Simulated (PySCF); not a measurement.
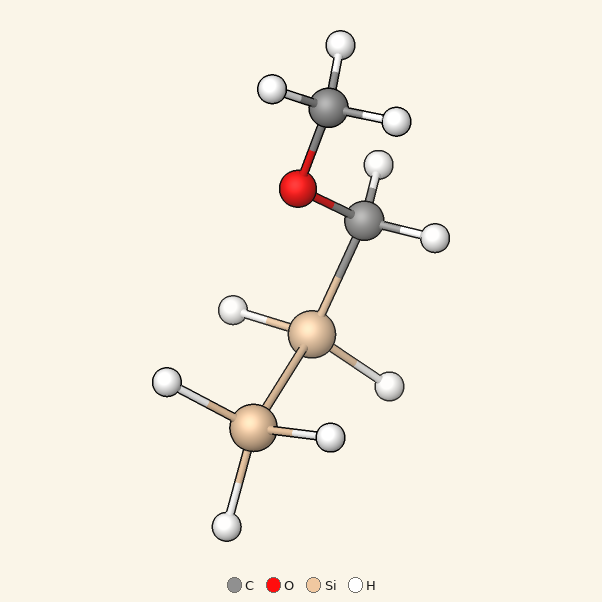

The picture shows a molecular structure as a ball-and-stick model.

Computed geometry: PBE0-D3(BJ)/def2-SVP optimisation. No frequency run is at hand to confirm it as a minimum.

Description:

The molecule is C₂H₁₀OSi₂. As SMILES it reads `COC[SiH2][SiH3]`. It has no ring. Among its groups: ether, Si–H bond. The point group is C1. Coordination: 2 C tetrahedral; 1 O bent; 2 Si tetrahedral.

More results for the same structure follow; atom numbers are the same in all pictures, views and colours differ.

## Polarisability

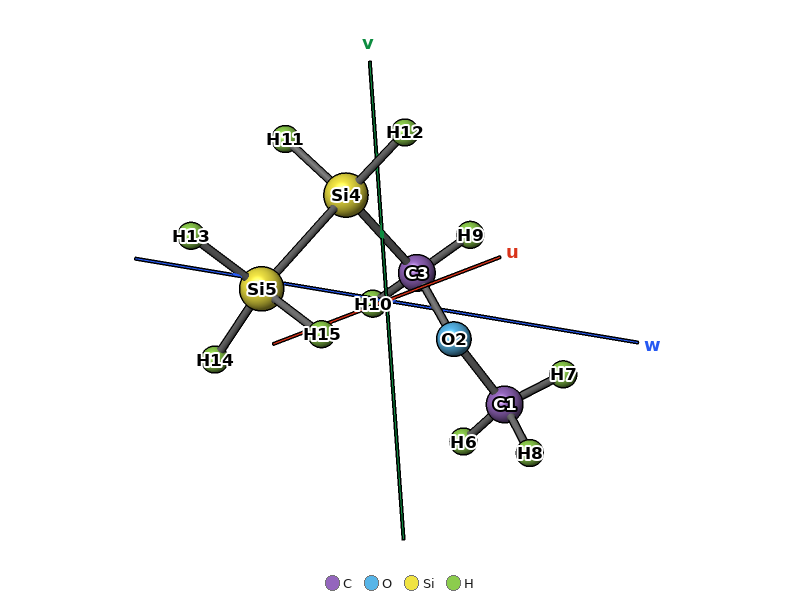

The lines u, v and w are the principal axes of the static dipole polarisability. No frequency run is at hand to confirm it as a minimum. Computed with LDA/def2-SVPD (PySCF 2.14.0).

Along which axis is the molecule most polarisable, and along which least?

Answer. Most along w (close to the long direction C1···Si5), least along u.

Give the three principal values.

Answer. u 82.7, v 99.6, w 110.5 bohr³; mean 97.6, anisotropy 24.3 bohr³.

## Levels of theory compared

No frequency run is at hand to confirm it as a minimum. Program: PySCF 2.14.0.

Tabulate lowest singlet excitation (eV), HOMO energy (eV) at these levels: B3LYP/def2-SVPD; BHandHLYP/def2-SVPD; CAM-B3LYP/def2-SVPD; LC-wPBE/def2-SVPD; LDA/def2-SVPD; PBE/def2-SVPD; PBE0/6-31G*; PBE0/def2-SVP; PBE0/def2-SVPD; ωB97X-D/def2-SVPD.

| level | lowest singlet excitation (eV) | HOMO energy (eV) |
| --- | --- | --- |
| B3LYP/def2-SVPD | 6.57 | −7.52 |
| BHandHLYP/def2-SVPD | 7.42 | −9.04 |
| CAM-B3LYP/def2-SVPD | 7.09 | −9.18 |
| LC-wPBE/def2-SVPD | 7.52 | −10.47 |
| LDA/def2-SVPD | 5.56 | −6.27 |
| PBE/def2-SVPD | 5.63 | −6.19 |
| PBE0/6-31G* | 6.93 | −7.46 |
| PBE0/def2-SVP | 6.93 | −7.59 |
| PBE0/def2-SVPD | 6.74 | −7.75 |
| ωB97X-D/def2-SVPD | 7.20 | −9.66 |

## NMR shielding

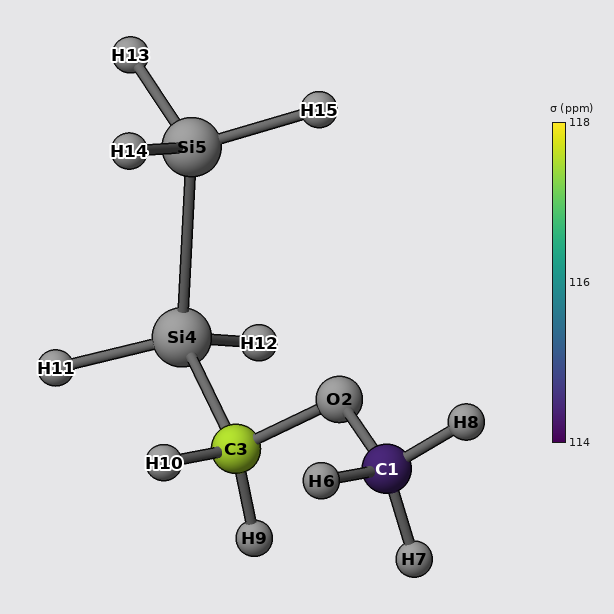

Atoms are coloured by their isotropic NMR shieldings (C only, the others grey). No frequency run is at hand to confirm it as a minimum. Method: GIAO B3LYP/pcSseg-1 NMR shielding, non-relativistic, gas phase (PySCF 2.14.0).

Give the isotropic NMR shieldings of the C atoms atom by atom.

| atom | σ (ppm) |
| --- | --- |
| C1 | 114.4 |
| C3 | 117.5 |
